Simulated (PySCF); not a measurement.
# CH$_{7}$N$_{3}$Si$_{2}$: geometry relaxation

System: CH$_{7}$N$_{3}$Si$_{2}$.
Method: PBE0-D3(BJ)/def2-SVP geometry optimisation, gas phase (PySCF 2.14.0).

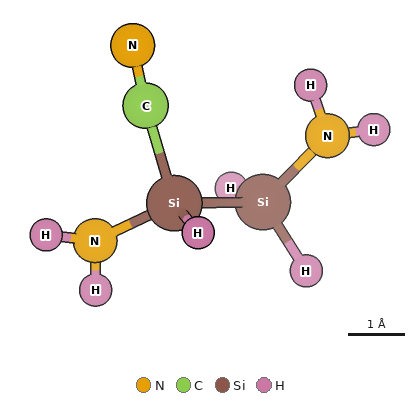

*The structure as given in the input (ball-and-stick view, seen at a tilt).*

Bond lengths as drawn: C–N 1.13 Å, C–Si 1.87 Å, H–N 0.98 to 1.04 Å, H–Si 1.46 to 1.47 Å, N–Si 1.70 to 1.73 Å and Si–Si 2.32 Å.

**Input file**
```
{"job": {"xc": "PBE0", "basis": "def2-SVP", "d3": "d3bj", "grid": 1, "shake": 0.01, "kind": "geom"}, "charge": 0, "multiplicity": 1}
N     -2.124440     1.599910     1.957850
C     -1.710130     0.807680     1.273680
Si    -0.895700    -0.496300     0.209020
N     -1.552210    -0.207610    -1.331250
Si     1.383640    -0.112170     0.048700
N      1.887700     0.169410     1.680930
H     -1.320460    -1.738790     0.878070
H     -1.187330    -0.655960    -2.146500
H     -2.588290    -0.130880    -1.397400
H      1.736150     0.967180    -0.878830
H      2.147620    -1.286010    -0.354120
H      1.382410     0.810930     2.267400
H      2.846870     0.255730     1.874800
```

The first line tells a small driver script what to run in PySCF; the rest is the geometry in Å.

Run on 1 CPU thread, shared host.

Launch command:
```bash
OMP_NUM_THREADS=1 python <driver script> task.json out
```

**The program's output**
```
step   0  E = -784.77369424  max force = 0.066268
step   1  E = -784.78400147  max force = 0.007280
step   2  E = -784.78438303  max force = 0.001681
step   3  E = -784.78458946  max force = 0.002455
step   4  E = -784.78470825  max force = 0.002530
step   5  E = -784.78492203  max force = 0.001875
step   6  E = -784.78518856  max force = 0.001736
step   7  E = -784.78568350  max force = 0.005455
step   8  E = -784.78621971  max force = 0.006150
step   9  E = -784.78696791  max force = 0.003822
step  10  E = -784.78711404  max force = 0.003475
step  11  E = -784.78753349  max force = 0.003394
step  12  E = -784.78773151  max force = 0.003082
step  13  E = -784.78794785  max force = 0.001954
step  14  E = -784.78800945  max force = 0.001364
step  15  E = -784.78803386  max force = 0.000607
step  16  E = -784.78804091  max force = 0.000375
optimisation converged
```

**Trajectory as extended XYZ (Å, eV, eV/Å), 17 frames, from step=0 to step=16**
```
13
Properties=species:S:1:pos:R:3:forces:R:3 step=0 energy=-21354.77993
N    -2.1244    1.5999    1.9579   -1.8617   3.4076   2.9238
C    -1.7101    0.8077    1.2737    2.1302  -3.3030  -2.7657
Si   -0.8957   -0.4963    0.2090   -0.1468   0.2547   0.1461
N    -1.5522   -0.2076   -1.3313   -1.9184   0.4427  -0.3516
Si    1.3836   -0.1122    0.0487    0.2730   0.1478   1.1481
N     1.8877    0.1694    1.6809   -1.3013  -0.2223  -0.1413
H    -1.3205   -1.7388    0.8781    0.1030  -0.4350   0.2612
H    -1.1873   -0.6560   -2.1465    0.3038  -0.2781  -0.5701
H    -2.5883   -0.1309   -1.3974    1.0545  -0.0835  -0.0476
H     1.7362    0.9672   -0.8788   -0.1461   0.4464  -0.6088
H     2.1476   -1.2860   -0.3541    0.2128  -0.6900  -0.4624
H     1.3824    0.8109    2.2674   -0.3594   0.2860   0.1814
H     2.8469    0.2557    1.8748    1.6564   0.0268   0.2869
13
Properties=species:S:1:pos:R:3:forces:R:3 step=1 energy=-21355.06041
N    -1.9939    1.6317    1.9956    0.2324  -0.3543  -0.3094
C    -1.5968    0.8182    1.2625   -0.3026   0.3744   0.3212
Si   -0.9091   -0.4886    0.1190    0.0708  -0.0545   0.1116
N    -1.6286   -0.2268   -1.4289   -0.0319  -0.0662  -0.0391
Si    1.4021   -0.0947    0.1381    0.0934  -0.0402  -0.0980
N     1.8579    0.1935    1.7861    0.2140   0.0344   0.0065
H    -1.2321   -1.7769    0.8157   -0.0433   0.0359  -0.0120
H    -1.2211   -0.6710   -2.2460    0.0381   0.0703   0.0487
H    -2.6412   -0.2156   -1.5062    0.0124   0.0005   0.0169
H     1.6719    0.9954   -0.8629    0.0123   0.0020   0.0266
H     2.1284   -1.3133   -0.3410    0.0168   0.0308  -0.0109
H     1.3175    0.8480    2.3426   -0.0505   0.0253  -0.0200
H     2.8505    0.2837    2.0070   -0.2619  -0.0585  -0.0422
13
Properties=species:S:1:pos:R:3:forces:R:3 step=2 energy=-21355.07079
N    -1.9756    1.6300    2.0058    0.0688  -0.0562  -0.0430
C    -1.5912    0.8160    1.2721   -0.0864   0.0545   0.0463
Si   -0.9035   -0.4936    0.1282    0.0558  -0.0112   0.0471
N    -1.6239   -0.2276   -1.4176   -0.0554  -0.0407   0.0000
Si    1.4096   -0.1008    0.1228    0.0227  -0.0226  -0.0742
N     1.8376    0.1955    1.7742    0.0221   0.0284   0.0211
H    -1.2359   -1.7787    0.8230   -0.0253   0.0144   0.0067
H    -1.2072   -0.6546   -2.2377    0.0323   0.0505   0.0047
H    -2.6360   -0.2180   -1.4967    0.0077  -0.0099  -0.0091
H     1.6833    0.9933   -0.8714   -0.0016  -0.0021   0.0010
H     2.1473   -1.3137   -0.3512    0.0089   0.0167  -0.0037
H     1.2812    0.8520    2.3135   -0.0155   0.0023  -0.0189
H     2.8197    0.2838    2.0166   -0.0340  -0.0242   0.0219
13
Properties=species:S:1:pos:R:3:forces:R:3 step=3 energy=-21355.07641
N    -1.9354    1.6258    2.0247   -0.0338   0.1221   0.1158
C    -1.5749    0.8099    1.2842    0.0549  -0.1262  -0.1103
Si   -0.8965   -0.5012    0.1343    0.0146   0.0129  -0.0469
N    -1.6245   -0.2312   -1.4075   -0.0487  -0.0340   0.0524
Si    1.4167   -0.1063    0.1049   -0.0155   0.0050   0.0073
N     1.8094    0.2023    1.7630   -0.0614   0.0070  -0.0224
H    -1.2351   -1.7820    0.8323   -0.0088  -0.0001   0.0067
H    -1.1918   -0.6230   -2.2360    0.0227   0.0397  -0.0167
H    -2.6358   -0.2316   -1.4919    0.0048  -0.0193  -0.0227
H     1.6916    0.9881   -0.8879   -0.0073  -0.0032  -0.0115
H     2.1694   -1.3127   -0.3591    0.0041   0.0006   0.0082
H     1.2325    0.8599    2.2794    0.0052  -0.0021  -0.0005
H     2.7798    0.2855    2.0412    0.0690  -0.0024   0.0407
13
Properties=species:S:1:pos:R:3:forces:R:3 step=4 energy=-21355.07964
N    -1.8946    1.6200    2.0434   -0.0486   0.1296   0.1203
C    -1.5578    0.8027    1.2935    0.0813  -0.1301  -0.1099
Si   -0.8930   -0.5079    0.1338   -0.0119   0.0203  -0.0852
N    -1.6302   -0.2362   -1.4029   -0.0337  -0.0367   0.0675
Si    1.4193   -0.1083    0.0951   -0.0206   0.0125   0.0507
N     1.7878    0.2111    1.7570   -0.0632   0.0062  -0.0376
H    -1.2321   -1.7867    0.8343   -0.0028  -0.0056  -0.0004
H    -1.1805   -0.5859   -2.2407    0.0170   0.0377  -0.0191
H    -2.6404   -0.2540   -1.4944    0.0033  -0.0222  -0.0218
H     1.6949    0.9826   -0.9012   -0.0070  -0.0016  -0.0135
H     2.1836   -1.3115   -0.3564    0.0012  -0.0079   0.0118
H     1.1984    0.8701    2.2574    0.0147  -0.0040   0.0117
H     2.7502    0.2875    2.0627    0.0702   0.0018   0.0255
13
Properties=species:S:1:pos:R:3:forces:R:3 step=5 energy=-21355.08546
N    -1.8109    1.6022    2.0828   -0.0427   0.0660   0.0532
C    -1.5235    0.7843    1.3119    0.0768  -0.0594  -0.0322
Si   -0.8904   -0.5217    0.1270   -0.0397   0.0304  -0.0964
N    -1.6459   -0.2485   -1.3981   -0.0084  -0.0525   0.0563
Si    1.4200   -0.1102    0.0837   -0.0150   0.0096   0.0894
N     1.7496    0.2336    1.7486   -0.0351   0.0181  -0.0380
H    -1.2269   -1.8005    0.8279   -0.0019  -0.0095  -0.0174
H    -1.1604   -0.4898   -2.2532    0.0107   0.0393  -0.0146
H    -2.6514   -0.3151   -1.5088    0.0010  -0.0212  -0.0106
H     1.6979    0.9681   -0.9257   -0.0034   0.0021  -0.0109
H     2.2046   -1.3107   -0.3372   -0.0043  -0.0160   0.0124
H     1.1446    0.8979    2.2231    0.0216  -0.0081   0.0260
H     2.6982    0.2938    2.0996    0.0404   0.0011  -0.0171
13
Properties=species:S:1:pos:R:3:forces:R:3 step=6 energy=-21355.09271
N    -1.7271    1.5747    2.1258   -0.0314  -0.0239  -0.0444
C    -1.4919    0.7590    1.3330    0.0534   0.0323   0.0746
Si   -0.8927   -0.5376    0.1163   -0.0417   0.0469  -0.0495
N    -1.6643   -0.2670   -1.3968    0.0163  -0.0845   0.0017
Si    1.4160   -0.1113    0.0803   -0.0060  -0.0061   0.0893
N     1.7178    0.2656    1.7420    0.0060   0.0351  -0.0156
H    -1.2260   -1.8211    0.8085   -0.0117  -0.0073  -0.0332
H    -1.1452   -0.3514   -2.2614    0.0090   0.0496  -0.0043
H    -2.6582   -0.4032   -1.5375   -0.0036  -0.0146   0.0088
H     1.6977    0.9462   -0.9507    0.0000   0.0058  -0.0042
H     2.2176   -1.3131   -0.3018   -0.0103  -0.0178   0.0065
H     1.1070    0.9387    2.1965    0.0186  -0.0137   0.0293
H     2.6548    0.3041    2.1276    0.0015  -0.0018  -0.0590
13
Properties=species:S:1:pos:R:3:forces:R:3 step=7 energy=-21355.10618
N    -1.5568    1.4895    2.2116   -0.0503  -0.1992  -0.2582
C    -1.4333    0.6866    1.3775    0.0052   0.2083   0.2805
Si   -0.8983   -0.5776    0.0858    0.0229   0.0944   0.1417
N    -1.6867   -0.3248   -1.4108    0.0486  -0.1520  -0.1639
Si    1.4064   -0.1131    0.0871   -0.0026  -0.0510   0.0453
N     1.6610    0.3545    1.7289    0.1231   0.0658   0.0578
H    -1.2344   -1.8793    0.7351   -0.0529  -0.0024  -0.0838
H    -1.1939    0.0359   -2.2161    0.0304   0.0802   0.0023
H    -2.6190   -0.6399   -1.6431   -0.0497  -0.0086   0.0791
H     1.7011    0.8823   -1.0032    0.0056   0.0161   0.0176
H     2.2392   -1.3210   -0.1944   -0.0213  -0.0198  -0.0170
H     1.0489    1.0507    2.1449    0.0034  -0.0335   0.0287
H     2.5711    0.3396    2.1783   -0.0625   0.0017  -0.1301
13
Properties=species:S:1:pos:R:3:forces:R:3 step=8 energy=-21355.12077
N    -1.5808    1.4668    2.2196   -0.0379  -0.2538  -0.3120
C    -1.4560    0.6655    1.3831    0.0143   0.2399   0.3163
Si   -0.9056   -0.5841    0.0787    0.0300   0.0976   0.2277
N    -1.6792   -0.3495   -1.4261    0.0827  -0.1011  -0.2486
Si    1.3998   -0.1085    0.1058    0.0049  -0.0833  -0.0048
N     1.6857    0.3836    1.7338    0.1242   0.0550   0.0731
H    -1.2552   -1.8987    0.6905   -0.0435   0.0004  -0.0610
H    -1.2400    0.1628   -2.1794    0.0046   0.0624   0.0275
H    -2.5791   -0.7263   -1.6922   -0.0417  -0.0050   0.1018
H     1.6931    0.8644   -1.0062    0.0038   0.0202   0.0301
H     2.2265   -1.3252   -0.1580   -0.0186  -0.0125  -0.0305
H     1.0927    1.0865    2.1646   -0.0152  -0.0297   0.0115
H     2.6036    0.3461    2.1674   -0.1076   0.0100  -0.1310
13
Properties=species:S:1:pos:R:3:forces:R:3 step=9 energy=-21355.14113
N    -1.7142    1.4680    2.1978   -0.0284  -0.1089  -0.1320
C    -1.5228    0.6603    1.3831    0.0536   0.0770   0.1393
Si   -0.9147   -0.5793    0.0946   -0.0563   0.0603   0.1370
N    -1.6437   -0.3681   -1.4389    0.1545  -0.0424  -0.1965
Si    1.3894   -0.1115    0.1346    0.0060  -0.0667  -0.0857
N     1.7510    0.3956    1.7411    0.0392  -0.0173   0.0493
H    -1.2966   -1.9084    0.6498   -0.0108   0.0109   0.0186
H    -1.2522    0.2413   -2.1471   -0.0599   0.0046   0.0633
H    -2.5275   -0.7769   -1.7139   -0.0110   0.0361   0.0586
H     1.6631    0.8563   -0.9869    0.0043   0.0097   0.0089
H     2.1898   -1.3420   -0.1527   -0.0101   0.0158  -0.0175
H     1.1871    1.0932    2.2153   -0.0218  -0.0113  -0.0185
H     2.6968    0.3550    2.1048   -0.0595   0.0322  -0.0246
13
Properties=species:S:1:pos:R:3:forces:R:3 step=10 energy=-21355.14510
N    -1.7400    1.4349    2.2072   -0.0452  -0.0106  -0.0165
C    -1.5338    0.6297    1.3954    0.0480  -0.0190  -0.0258
Si   -0.9079   -0.5887    0.0926   -0.0180   0.0129   0.1787
N    -1.5979   -0.3883   -1.4595    0.0719   0.0123  -0.1745
Si    1.3917   -0.1180    0.1445   -0.0086  -0.0176  -0.1127
N     1.7573    0.4259    1.7360    0.0248  -0.0574   0.0552
H    -1.3156   -1.9274    0.5999    0.0183  -0.0126   0.0350
H    -1.3476    0.3809   -2.0673    0.0135   0.0228  -0.0115
H    -2.4463   -0.8523   -1.7547   -0.0846   0.0175   0.0620
H     1.6594    0.8337   -0.9933    0.0043  -0.0039   0.0090
H     2.1938   -1.3503   -0.1267   -0.0008   0.0081  -0.0092
H     1.1905    1.1202    2.2101   -0.0268  -0.0017  -0.0158
H     2.7019    0.3831    2.0974    0.0033   0.0490   0.0261
13
Properties=species:S:1:pos:R:3:forces:R:3 step=11 energy=-21355.15652
N    -1.8649    1.4657    2.1635   -0.0835   0.1726   0.1745
C    -1.5750    0.6523    1.3898    0.1091  -0.1670  -0.1554
Si   -0.9095   -0.5814    0.1301   -0.0600   0.0096  -0.0892
N    -1.5655   -0.3843   -1.4445    0.0597  -0.1708   0.0754
Si    1.3895   -0.1369    0.1406   -0.0127   0.0639  -0.0316
N     1.7892    0.3917    1.7315   -0.0440  -0.1183  -0.0188
H    -1.3301   -1.9120    0.6520    0.0120   0.0151   0.0260
H    -1.2359    0.3183   -2.0923   -0.0160   0.0563  -0.0024
H    -2.4669   -0.7688   -1.6970   -0.0437   0.0726  -0.0386
H     1.6336    0.8376   -0.9826    0.0020  -0.0164  -0.0198
H     2.1757   -1.3671   -0.1775    0.0075   0.0012   0.0078
H     1.2149    1.0656    2.2247   -0.0225   0.0228  -0.0071
H     2.7504    0.4027    2.0434    0.0921   0.0582   0.0793
13
Properties=species:S:1:pos:R:3:forces:R:3 step=12 energy=-21355.16191
N    -1.8738    1.4624    2.1562   -0.0499   0.1022   0.1087
C    -1.5707    0.6485    1.3869    0.0724  -0.0894  -0.0908
Si   -0.9040   -0.5876    0.1303   -0.0267   0.0138  -0.0720
N    -1.5562   -0.3926   -1.4463    0.0132  -0.1585   0.0376
Si    1.3960   -0.1418    0.1355   -0.0058   0.0564   0.0039
N     1.7848    0.3870    1.7306   -0.0287  -0.0875  -0.0110
H    -1.3261   -1.9137    0.6606    0.0117   0.0029   0.0114
H    -1.2348    0.3271   -2.0802   -0.0058   0.0470   0.0056
H    -2.4736   -0.7469   -1.6880   -0.0226   0.0667  -0.0230
H     1.6372    0.8319   -0.9891    0.0035  -0.0107  -0.0105
H     2.1891   -1.3678   -0.1808    0.0011  -0.0037   0.0051
H     1.1938    1.0534    2.2154   -0.0116   0.0153  -0.0042
H     2.7438    0.4236    2.0506    0.0494   0.0454   0.0393
13
Properties=species:S:1:pos:R:3:forces:R:3 step=13 energy=-21355.16779
N    -1.8882    1.4471    2.1289    0.0513  -0.0634  -0.0445
C    -1.5494    0.6329    1.3720   -0.0560   0.0776   0.0352
Si   -0.8836   -0.6114    0.1216    0.0611  -0.0159   0.0486
N    -1.5287   -0.4298   -1.4613   -0.1005   0.0068  -0.0683
Si    1.4160   -0.1551    0.1257    0.0213   0.0167   0.0415
N     1.7650    0.3771    1.7317   -0.0162   0.0108   0.0255
H    -1.3069   -1.9278    0.6726    0.0135  -0.0152  -0.0165
H    -1.2436    0.3588   -2.0306    0.0593   0.0149  -0.0064
H    -2.4942   -0.6740   -1.6531   -0.0222  -0.0259   0.0159
H     1.6530    0.8165   -1.0017    0.0084   0.0073   0.0103
H     2.2297   -1.3694   -0.1822   -0.0107  -0.0084   0.0015
H     1.1234    1.0182    2.1884    0.0121  -0.0011   0.0090
H     2.7131    0.5004    2.0697   -0.0214  -0.0043  -0.0518
13
Properties=species:S:1:pos:R:3:forces:R:3 step=14 energy=-21355.16947
N    -1.8537    1.4538    2.1392    0.0395  -0.0666  -0.0578
C    -1.5384    0.6392    1.3724   -0.0450   0.0701   0.0555
Si   -0.8871   -0.6090    0.1176    0.0071   0.0142   0.0011
N    -1.5523   -0.4239   -1.4568   -0.0083  -0.0228  -0.0423
Si    1.4127   -0.1489    0.1263    0.0140  -0.0014   0.0125
N     1.7565    0.3753    1.7356   -0.0081   0.0153   0.0304
H    -1.2994   -1.9252    0.6781    0.0026  -0.0086  -0.0142
H    -1.2277    0.3223   -2.0618   -0.0058  -0.0101   0.0238
H    -2.5147   -0.6729   -1.6587    0.0205   0.0143   0.0233
H     1.6573    0.8260   -0.9964    0.0071   0.0066   0.0080
H     2.2257   -1.3643   -0.1803   -0.0077  -0.0037  -0.0006
H     1.1211    1.0230    2.1917    0.0071  -0.0038   0.0046
H     2.7054    0.4880    2.0747   -0.0230  -0.0034  -0.0445
13
Properties=species:S:1:pos:R:3:forces:R:3 step=15 energy=-21355.17013
N    -1.8583    1.4506    2.1343    0.0225  -0.0210  -0.0148
C    -1.5409    0.6364    1.3688   -0.0312   0.0204   0.0113
Si   -0.8858   -0.6111    0.1153    0.0055   0.0039   0.0044
N    -1.5478   -0.4293   -1.4614    0.0019  -0.0134  -0.0190
Si    1.4128   -0.1483    0.1301    0.0084   0.0057  -0.0017
N     1.7554    0.3777    1.7388   -0.0124  -0.0010   0.0211
H    -1.2978   -1.9296    0.6708    0.0037  -0.0041  -0.0053
H    -1.2311    0.3270   -2.0577   -0.0020  -0.0015   0.0074
H    -2.5124   -0.6741   -1.6563    0.0025   0.0074   0.0102
H     1.6595    0.8280   -0.9910    0.0051   0.0021   0.0042
H     2.2250   -1.3643   -0.1763   -0.0029  -0.0016   0.0015
H     1.1204    1.0241    2.1970    0.0028  -0.0004   0.0013
H     2.7063    0.4965    2.0691   -0.0039   0.0033  -0.0207
13
Properties=species:S:1:pos:R:3:forces:R:3 step=16 energy=-21355.17032
N    -1.8547    1.4438    2.1270    0.0070   0.0107   0.0114
C    -1.5399    0.6297    1.3607   -0.0193  -0.0184  -0.0172
Si   -0.8814   -0.6178    0.1085    0.0062  -0.0019   0.0151
N    -1.5434   -0.4409   -1.4698    0.0069   0.0125  -0.0019
Si    1.4152   -0.1458    0.1345   -0.0014   0.0033  -0.0151
N     1.7457    0.3809    1.7457   -0.0053  -0.0086   0.0111
H    -1.2886   -1.9384    0.6623    0.0022  -0.0002   0.0012
H    -1.2343    0.3280   -2.0541    0.0010  -0.0008  -0.0083
H    -2.5147   -0.6695   -1.6511   -0.0050  -0.0056   0.0005
H     1.6680    0.8329   -0.9830    0.0009  -0.0008   0.0007
H     2.2311   -1.3604   -0.1676    0.0014   0.0011   0.0015
H     1.1054    1.0242    2.2008   -0.0016   0.0024  -0.0011
H     2.6969    0.5168    2.0678    0.0070   0.0063   0.0020
```

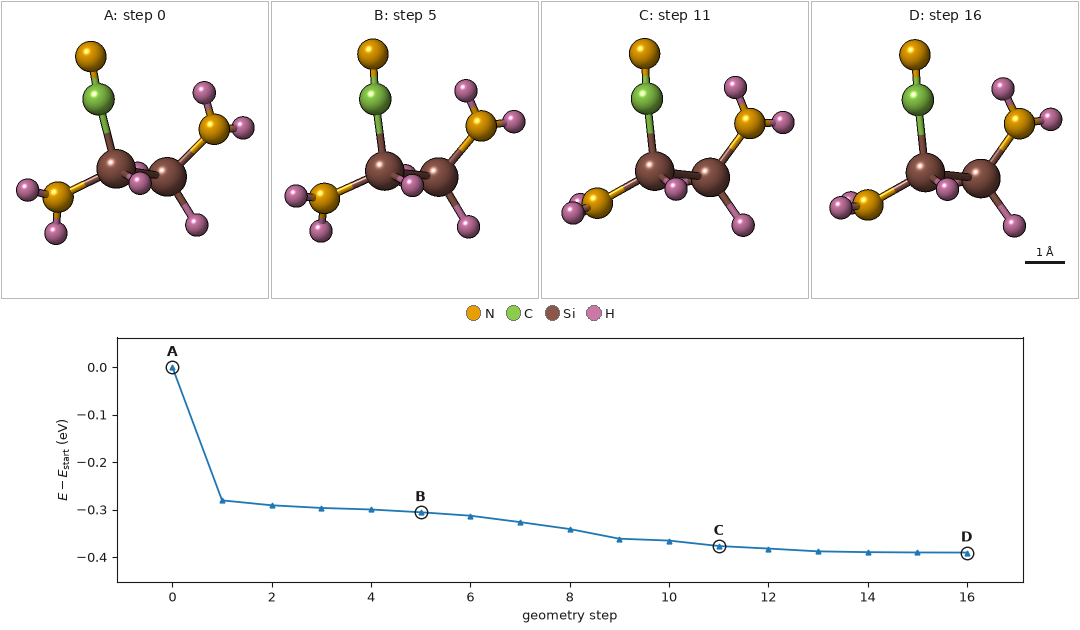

*Frames of the relaxation (ball-and-stick view, seen at a tilt) above the curves, on which the letters mark them (steps are counted from 0).*

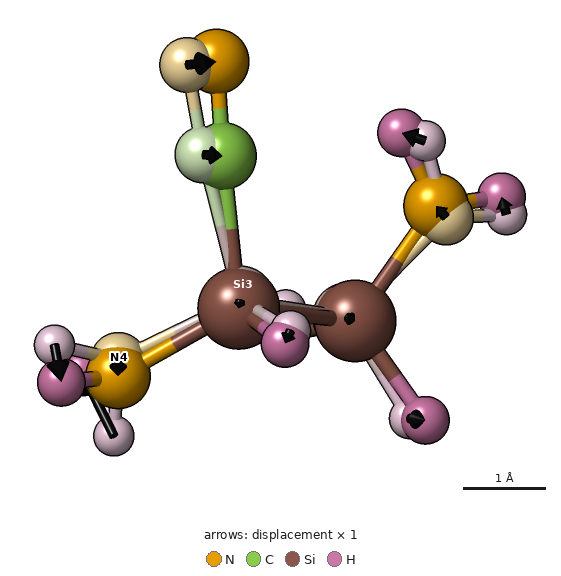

*Start (faint) and end (solid) with the displacements as black arrows, at true length (ball-and-stick view, seen at a tilt). The two geometries are laid on each other by the best rigid fit.*

H8 moves most after the best rigid fit: 0.98 Å. Largest moves by element: H 0.98 Å, N 0.42 Å, C 0.26 Å, Si 0.13 Å. Distances before and after: Si5–H10 1.466 → 1.507 Å, Si5–H11 1.457 → 1.494 Å, N1–C2 1.126 → 1.161 Å, N6–H13 0.982 → 1.013 Å. Among the angles that change: C2–Si3–N4 103.3° → 114.0°, C2–Si3–Si5 110.6° → 101.6°, N4–Si3–H7 116.3° → 109.1°. The energy falls by 0.390 eV in 16 geometry steps. The largest force component goes from 3.4 to 0.019 eV/Å. (Atoms are counted from 1 in the order of the input.)

**Summary**

| quantity | value |
| --- | --- |
| outcome | converged |
| total energy | −784.788041 hartree |
| dipole moment | 2.73 D |
| point group | C1 |
| wall time | 2.8 min |
| peak memory | 0.5 GiB |
